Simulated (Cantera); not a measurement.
Charge: 1 mol SiH2Cl2, 1.3 mol NH3, a varied amount of H2, held at 998 K and 1.00 bar.

Method: chemical equilibrium by Gibbs-energy minimisation in Cantera with the NASA 1993 tables (ideal gas, pure condensed phases). Candidate condensed phases: NH4Cl, Si, Si3N4; 28 gas species. The tables' values for SiCl3 are old estimates; treat these amounts as uncertain. The numbers say what is thermodynamically allowed, not how fast it happens.

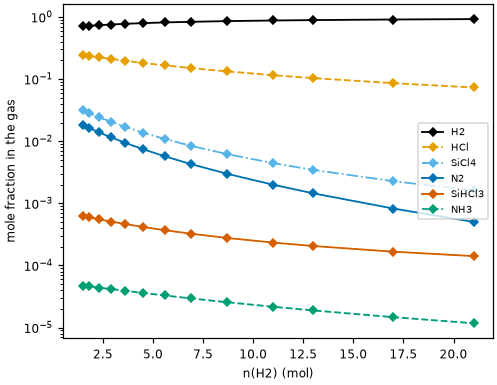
*Equilibrium gas composition (values under 1e-9 drawn at 1e-9)*

From 1.5 mol H2 to 21 mol H2 the condensed part is Si3N4(s). The main Si-bearing gas is SiCl4 throughout. The share of Si in condensed phases is highest at 21 mol H2 (95.6 %) and lowest at 1.5 mol H2 (82.8 %).
